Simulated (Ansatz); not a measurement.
# HNOTe (SMILES O=[NH+][Te-]): what the fields show

```csv
atom,x (Å),y (Å),z (Å)
N,-1.9749,-2.0823,3.3371
O,-1.7199,-3.2450,3.5342
Te,-3.7593,-1.1408,3.1198
H,-1.1550,-1.4445,3.2641
```

Geometry: PBE0-D3(BJ)/def2-SVP; core potentials replace the inner electrons of Te.

All numbers below come from isolated molecule in a Gaussian basis; Kohn-Sham density functional theory, functional PBE0 in Ansatz.

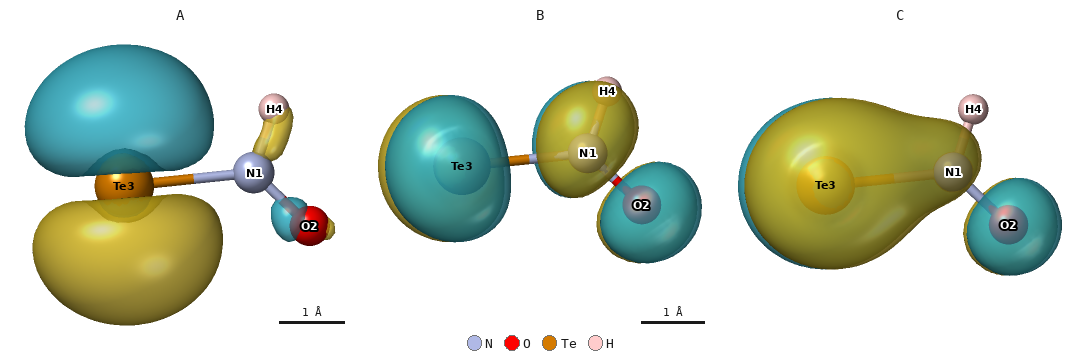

Figure 1. Three frontier orbitals at ±0.1 Å⁻³ᐟ² (yellow and cyan are the two phases), in no order.

Question: Which picture is the HOMO−1, the HOMO and the LUMO?

Answer: C is the HOMO−1 (−7.07 eV). By Hirshfeld shares it lies mainly on Te3 (about 70 %), O2 (about 20 %) and N1 (about 10 %); it changes sign across the molecular plane (π type); π-antibonding (a node) across N1–O2. A is the HOMO (−6.52 eV). By Hirshfeld shares it lies mainly on Te3 (about 95 %); it is symmetric in the molecular plane (an in-plane orbital: σ, lone-pair or in-plane π type). B is the LUMO (−3.52 eV). Its weight (Hirshfeld) is mainly on Te3 (about 35 %), N1 (about 30 %) and O2 (about 30 %); it changes sign across the molecular plane (π type); π-antibonding (a node) across N1–O2 and N1–Te3.

Question: What is the HOMO–LUMO gap?

Answer: 3.00 eV between the orbital energies.

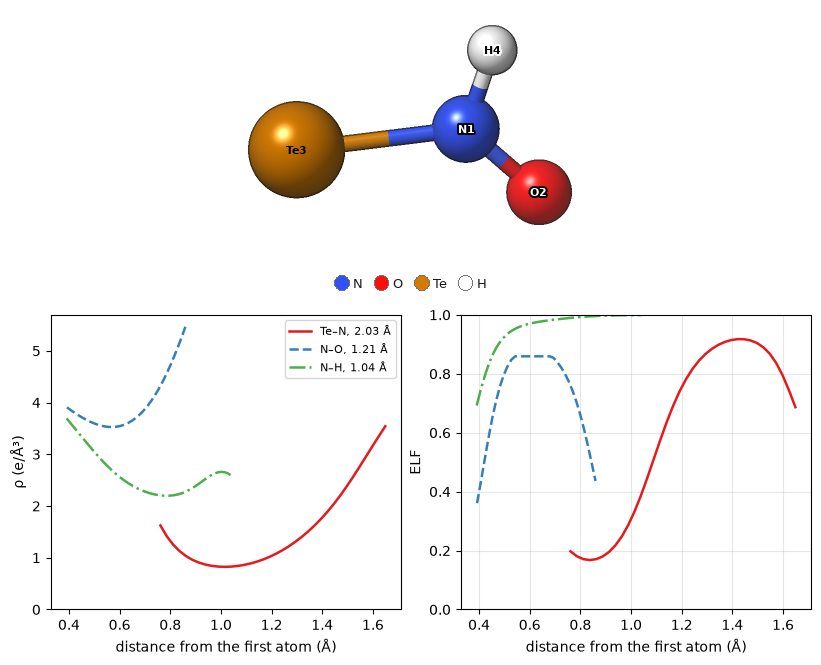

Figure 2. Electron density and ELF along straight lines between neighbouring atoms. The curves leave out the atomic cores. The structure is drawn too.

Question: Compare the contacts.

Answer: Te–N (2.03 Å): ρ is about 0.82 e/Å³ halfway; the ELF peaks at about 0.90 between the atoms; a shared but strongly polarised pair.
N–O (1.21 Å): ρ is about 3.5 e/Å³ halfway; the ELF peaks at about 0.85 between the atoms: a covalent bond.
N–H (1.04 Å): the density is about 2.9 e/Å³ at the midpoint; the ELF climbs to about 1 towards the hydrogen, as it does in any bond to H; a covalent bond by its length.

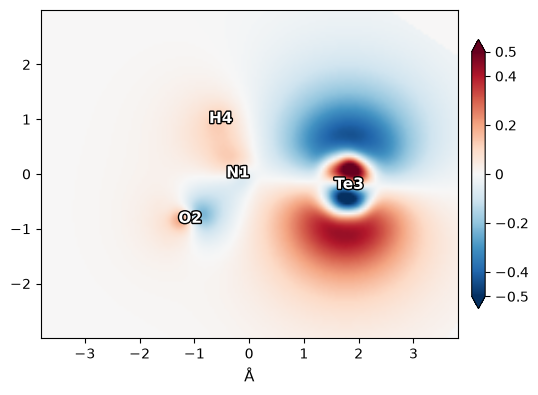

Figure 3. The HOMO on the molecular plane (values in Å⁻³ᐟ²; the overall sign is arbitrary).

Question: Describe this orbital and give its energy.

Answer: Its weight (Hirshfeld) is mainly on Te3 (about 95 %); it is symmetric in the molecular plane (an in-plane orbital: σ, lone-pair or in-plane π type). Its energy is −6.52 eV.
